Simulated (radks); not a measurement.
The Lu⁺ ion; electrons: [Xe] 4f14 6s2. It is put inside a hard spherical wall of varying radius. All numbers are computed, not measured: scalar-relativistic Kohn-Sham, PBEsol, spin-polarised, spherical densities, point nucleus (the in-house radial solver radks). Wanted, and plotted below: the pressure on the wall (left axis) and the energy above the free species (right axis).

The pressure grows from 0.61 GPa at 7 bohr through 280 GPa at 3.5 bohr to 160000 GPa at 1.5 bohr, and the energy above the free species from 0.255 eV through 27.0 eV to 1484 eV. The pressure is −dE/dV with V = 4πR³/3.

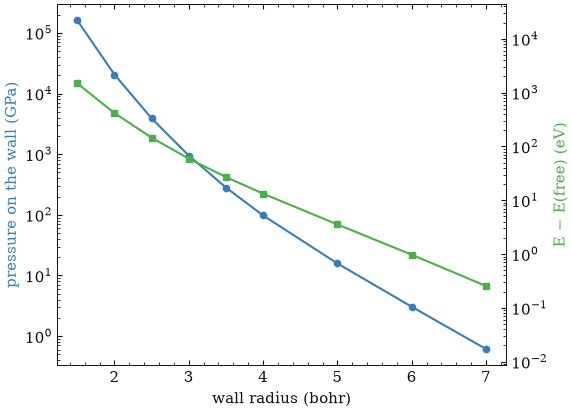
